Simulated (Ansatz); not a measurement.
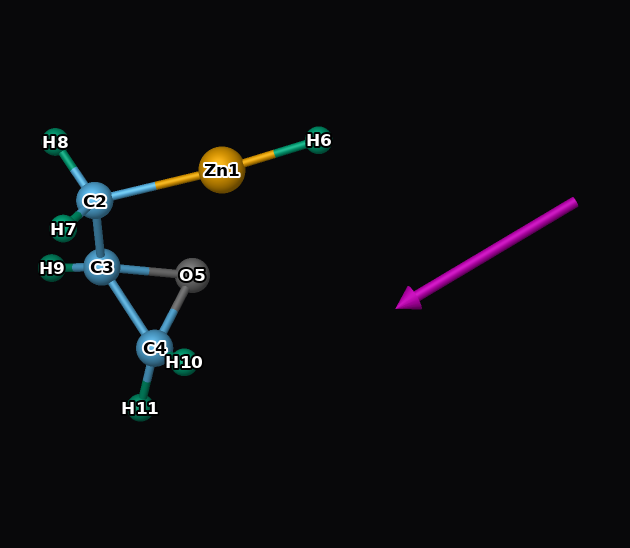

The arrow beside the molecule shows the direction of the dipole moment, from the negative to the positive end (its length means nothing). Computed geometry: PBE-D4/def2-SVP optimisation. No frequency run is at hand to confirm it as a minimum. Method: RKS PBE-D4/def2-SVP (Ansatz 0.2.0).

How large is the dipole moment?

Answer. 2.12 D; it points from the side of H6 to the side of H7, H9, H11 (the outermost atoms at the two ends).
